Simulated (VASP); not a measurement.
# A VASP study of Pt (LDA): structure first, properties next, part 3 of 3

Aim: relax Pt with LDA, compute its properties on that cell and hold them against experiment. Left out of this account: 1 further run (relaxation: a spoilt try). The start is a cell from a database of measured crystal structures.

VASP 6.6.1, plane waves and PAW; the level of theory is named at each step.

Still holding for the runs below: The k-mesh is coarse for a metal.

So far. Step 5 (Band structure (LDA)): There is no gap at this level. Step 6 (Density of states (LDA)): The finer mesh and the other smearing move the Fermi level by -0.04 eV from the 10×10×10 run, a small shift, which tests the Fermi level alone. Of the states within 0.3 eV of the Fermi level, the largest shares in the PAW spheres are Pt d 95 %. The rest lies in smaller channels or between the spheres. The relaxed cell has a = 3.898 Å (conventional setting).

## (8) Band structure (LDA + SOC)

This step: LDA, spin-orbit coupling; plane waves and PAW (Pt) (VASP 6.6.1).

The mesh alone shows little of the dispersion and can miss band extrema, so KPOINTS_OPT adds a path through the symmetry points after the self-consistent cycle. Spin-orbit coupling needs spinors and the noncollinear program, where each band holds one electron.

Contents of INCAR:

```
SYSTEM = Pt
PREC = Accurate
ENCUT = 400
EDIFF = 1E-06
NELM = 100
ISMEAR = 1
SIGMA = 0.2
LREAL = .FALSE.
ALGO = Normal
GGA = CA
LNONCOLLINEAR = .TRUE.
MAGMOM = 0 0 0
NBANDS = 22
GGA_COMPAT = .FALSE.
LASPH = .TRUE.
LSORBIT = .TRUE.
LMAXMIX = 4
LORBIT = 11
LWAVE = .FALSE.
LCHARG = .FALSE.
KPAR = 2
```

Contents of POSCAR:

```
Pt
1.0
    0.0000000000      1.9488400081      1.9488400081
    1.9488400081      0.0000000000      1.9488400081
    1.9488400081      1.9488400081      0.0000000000
Pt
1
Direct
    0.0000000000      0.0000000000      0.0000000000
```

Contents of KPOINTS:

```
Automatic mesh
0
Gamma
8 8 8
0 0 0
```

Contents of KPOINTS_OPT:

```
Line mode
16
Line-mode
Reciprocal
  0.00000000   0.00000000   0.00000000 GAMMA
  0.50000000   0.00000000   0.50000000 X

  0.50000000   0.00000000   0.50000000 X
  0.50000000   0.25000000   0.75000000 W

  0.50000000   0.25000000   0.75000000 W
  0.37500000   0.37500000   0.75000000 K

  0.37500000   0.37500000   0.75000000 K
  0.00000000   0.00000000   0.00000000 GAMMA

  0.00000000   0.00000000   0.00000000 GAMMA
  0.50000000   0.50000000   0.50000000 L

  0.50000000   0.50000000   0.50000000 L
  0.62500000   0.25000000   0.62500000 U

  0.62500000   0.25000000   0.62500000 U
  0.50000000   0.25000000   0.75000000 W

  0.50000000   0.25000000   0.75000000 W
  0.50000000   0.50000000   0.50000000 L

  0.50000000   0.50000000   0.50000000 L
  0.37500000   0.37500000   0.75000000 K

  0.62500000   0.25000000   0.62500000 U
  0.50000000   0.00000000   0.50000000 X
```

PAW data sets: Pt (LDA family, release 64).

Run with:

```sh
$ mpirun -np 2 vasp_ncl
```

Output:

```text
[... set-up lines as in an earlier step ...]
 entering main loop
       N       E                     dE             d eps       ncg     rms          rms(c)
DAV:   1     0.435561969176E+02    0.43556E+02   -0.40767E+03  1316   0.687E+02
DAV:   2    -0.735669119923E+01   -0.50913E+02   -0.47441E+02  1504   0.190E+02
DAV:   3    -0.832067386637E+01   -0.96398E+00   -0.95528E+00  1504   0.253E+01
DAV:   4    -0.832611187965E+01   -0.54380E-02   -0.54374E-02  1500   0.209E+00
DAV:   5    -0.832616868565E+01   -0.56806E-04   -0.56807E-04  1522   0.212E-01    0.155E+01
DAV:   6    -0.793647757917E+01    0.38969E+00   -0.40819E-01  1414   0.742E+00    0.832E+00
DAV:   7    -0.788639136462E+01    0.50086E-01   -0.74044E-02  1492   0.318E+00    0.306E+00
DAV:   8    -0.788171059665E+01    0.46808E-02   -0.36573E-03  1408   0.573E-01    0.123E+00
DAV:   9    -0.788133950148E+01    0.37110E-03   -0.57065E-04  1498   0.243E-01    0.196E-01
DAV:  10    -0.788132866383E+01    0.10838E-04   -0.23808E-05  1402   0.496E-02    0.268E-02
DAV:  11    -0.788132951867E+01   -0.85484E-06   -0.88784E-07  1400   0.761E-03
   1 F= -.78813295E+01 E0= -.78770428E+01  d E =-.128601E-01  mag=    -0.0000    -0.0000    -0.0000
 Start KPOINTS_OPT (optional k-point list driver)
k-point batch [1-29\160]
       N       E                     dE             ncg
DAV:   1     0.381174941931E+04   -0.50931E+04     1308
DAV:   2     0.233600193030E+04   -0.14757E+04     1582
DAV:   3     0.230709543140E+04   -0.28906E+02     1464
DAV:   4     0.230690546824E+04   -0.18996E+00     1502
DAV:   5     0.230690316774E+04   -0.23005E-02     1480
DAV:   6     0.230690313451E+04   -0.33229E-04     1512
DAV:   7     0.230690313404E+04   -0.46447E-06     1236
[...]
k-point batch [146-160\160]
       N       E                     dE             ncg
DAV:   1     0.808817787453E+04   -0.45941E+04      676
DAV:   2     0.733653548517E+04   -0.75164E+03      786
DAV:   3     0.732140020462E+04   -0.15135E+02      774
DAV:   4     0.732129598438E+04   -0.10422E+00      726
DAV:   5     0.732129462422E+04   -0.13602E-02      774
DAV:   6     0.732129460409E+04   -0.20130E-04      726
DAV:   7     0.732129460380E+04   -0.29131E-06      654
```

It took 16 s on 2 MPI ranks of Intel Xeon 6975P-C (Granite Rapids), shared host; peak memory 0.27 GiB; 30 s of CPU time.

Parts of OUTCAR (step 8):

```text
   k-points           NKPTS =     29   k-points in BZ     NKDIM =     29   number of bands    NBANDS=     22

   NELECT =      10.0000    total number of electrons

 E-fermi :  11.5776

 k-point     1 :       0.0000    0.0000    0.0000
  band No.  band energies     occupation
    ...
      8       8.0821      1.00000
      9       9.9828      1.00000
     10       9.9828      1.00000
     11       9.9828      1.00000
     12       9.9828      1.00000
     13      26.0838      0.00000
     14      26.0838      0.00000
     15      30.6040      0.00000
     16      30.6040      0.00000
     17      31.2783      0.00000
    ...

  Total        0.0645529      0.0645529      0.0645529      0.0000000      0.0000000      0.0000000
  in kB        6.9866289      6.9866289      6.9866289      0.0000000      0.0000000      0.0000000
  external PRESSURE =       6.9866289 kB  Pullay stress =       0.0000000 kB

 POSITION                                       TOTAL-FORCE (eV/Angst)
 -----------------------------------------------------------------------------------
      0.00000      0.00000      0.00000         0.000000      0.000000      0.000000
 -----------------------------------------------------------------------------------
    total drift:                               -0.000000      0.000000      0.000000

  FREE ENERGIE OF THE ION-ELECTRON SYSTEM (eV)
  ---------------------------------------------------
  free  energy   TOTEN  =        -7.8813295187 eV

  energy  without entropy=       -7.8684694487  energy(sigma->0) =       -7.87704283

 Spin-Orbit-Coupling matrix elements
 Ion:    1  E_soc:     -0.7915998

 magnetization (x)
# of ion       s       p       d       tot
------------------------------------------
    1        0.000   0.000  -0.000  -0.000

 magnetization (y)
# of ion       s       p       d       tot
------------------------------------------
    1        0.000  -0.000   0.000   0.000

 magnetization (z)
# of ion       s       p       d       tot
------------------------------------------
    1       -0.000   0.000  -0.000  -0.000

[... 6 parts as in an earlier step ...]

[... 10 further parts left out ...]
```

This step gave:

```
bands                   : 22
irreducible k-points    : 29
free energy (TOTEN)     : -7.881 eV
energy at zero smearing : -7.877 eV
Fermi energy            : 11.58 eV
pressure                : 0.6987 GPa
```

On-site spin-orbit energy by atom:

| atom | on-site spin-orbit energy (eV) |
| --- | --- |
| Pt1 | -0.792 |

The electronic bands at the labelled points (eV, zero at the Fermi level; # counts the bands kept):

| point | #5 | #6 | #7 | #8 | #9 | #10 | #11 | #12 |
| --- | --- | --- | --- | --- | --- | --- | --- | --- |
| Γ | -4.47 | -4.47 | -3.50 | -3.50 | -1.59 | -1.59 | -1.59 | -1.59 |
| X | -0.26 | -0.26 | 0.06 | 0.06 | 1.03 | 1.03 | 1.46 | 1.46 |
| W | -4.77 | -4.77 | -2.07 | -2.07 | 0.46 | 0.46 | 7.12 | 7.12 |
| K | -3.16 | -3.16 | -1.47 | -1.47 | -0.15 | -0.15 | 5.61 | 5.61 |
| Γ | -4.47 | -4.47 | -3.50 | -3.50 | -1.59 | -1.59 | -1.59 | -1.59 |
| L | -3.63 | -3.63 | -0.73 | -0.73 | -0.34 | -0.34 | 0.31 | 0.31 |
| U | -3.16 | -3.16 | -1.47 | -1.47 | -0.15 | -0.15 | 5.61 | 5.61 |
| W | -4.77 | -4.77 | -2.07 | -2.07 | 0.46 | 0.46 | 7.12 | 7.12 |
| L | -3.63 | -3.63 | -0.73 | -0.73 | -0.34 | -0.34 | 0.31 | 0.31 |
| K | -3.16 | -3.16 | -1.47 | -1.47 | -0.15 | -0.15 | 5.61 | 5.61 |
| jump to U | -3.16 | -3.16 | -1.47 | -1.47 | -0.15 | -0.15 | 5.61 | 5.61 |
| X | -0.26 | -0.26 | 0.06 | 0.06 | 1.03 | 1.03 | 1.46 | 1.46 |

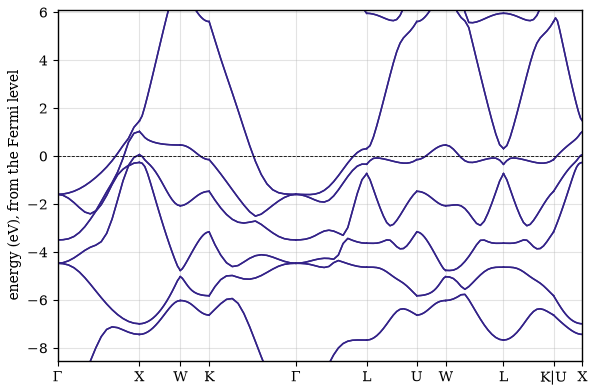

Electronic bands along the path.

At these settings, which differ from those of the relaxation, the cell is under a pressure of 0.7 GPa.

## (9) Summary of results

| Property | Result |
| --- | --- |
| relaxed volume | 14.80 Å³/atom |
| relaxed conventional cell a, b, c | 3.898, 3.898, 3.898 Å |
| space group after relaxing, within 0.02 Å | Fm-3m (No. 225) |
| band gap | none, a metal |
| DOS at the Fermi level | 1.94 states/eV/cell |
| shallowest level of the frozen cores | Pt1 5p, 52.6 eV deep |
| band gap (LDA + SOC) | none, a metal |

With LDA, Pt relaxes to 14.80 Å³/atom in space group Fm-3m (held by the symmetry of the run) and comes out as a metal. Against the listed cell the volume lies -1.8 %. Band structure (LDA): Of the bands kept, 4 cross the Fermi level on this path. Band structure (LDA + SOC): Of the bands kept, 6 cross the Fermi level on this path (spinor bands, one electron each). The k-sampling is coarse for a metal, so the Fermi level, pressures and the shape of the cell carry errors. No search among competing phases was made. All values are for a static lattice at zero temperature.

Computed beside measured:

| quantity | measured | LDA |
| --- | --- | --- |
| lattice constant a (Å) | 3.9227 | 3.898 (-0.6 %) |

Measured values from arxiv:2412.16732 (2024).

How well it matches: The lattice constant a is off by -0.6 %: good agreement. The grades are ours: good and fair within 0.7 and 1.5 % for the lattice constant a. For lattice constants the calculation has a static lattice, without zero-point motion or thermal expansion.

[Lines on the potential files, build, host, timing and source positions are cut from VASP's logs without a mark.]

[Logs are printed without paths, hosts, clocks, repeated set-up lines and the standing remarks that a program may print on its own settings, such as how far it seeks lower states.]

[Hosts, paths, dates, database ids (printed as entryN), source tags and the programs' standing remarks are cut or masked in the printed files.]

[A measured line is paired with the nearest computed mode of its activity, which favours agreement.]
